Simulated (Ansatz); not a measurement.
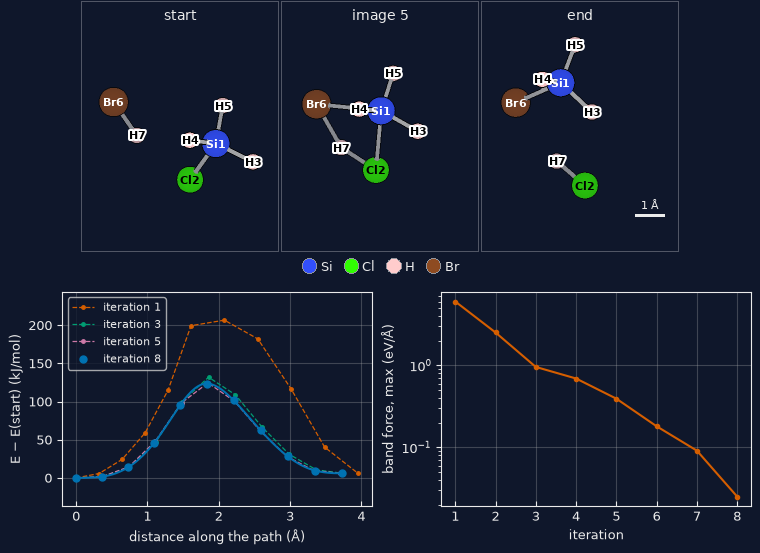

A nudged-elastic-band calculation for SiH4BrCl, made up at the start of SiH3Cl and HBr. Images are numbered from 0 (start) to 10 (end). The plot follows the band through its iterations. Style: ball-and-stick. Shown at a tilt.

Theory: RKS PBE/def2-SVP in Ansatz 0.2.0. Settings: 9 movable images; climbing image; force threshold 0.05 eV/Å; iteration limit 60; spring constant 50.0 eV/Å²; starting path through a guess of the saddle point.

> How did the profile develop, and is the result final?

The run is converged, with reservations. The band converged in 8 iterations. The largest component of the band force went from 6 to 0.025 eV/Å. The climbing image converged on the top of the path. Its curvatures weren't checked. The spring constant is far from the usual few eV/Å², which spoils the spacing or the steps. The first iteration put the highest image at 206.7 kJ/mol. The energy climbs by 123.6 kJ/mol to image 5 and then falls by 117.6 kJ/mol, so the end point sits at +6.0 kJ/mol.

Limits of the set-up: the start holds two separate molecules, 2.4 Å apart at their closest, whose relative position is a soft coordinate and is computed without a dispersion correction.

The run took 94 s on 2 threads of Arm Neoverse V2, on a shared host, peak memory 0.13 GiB.
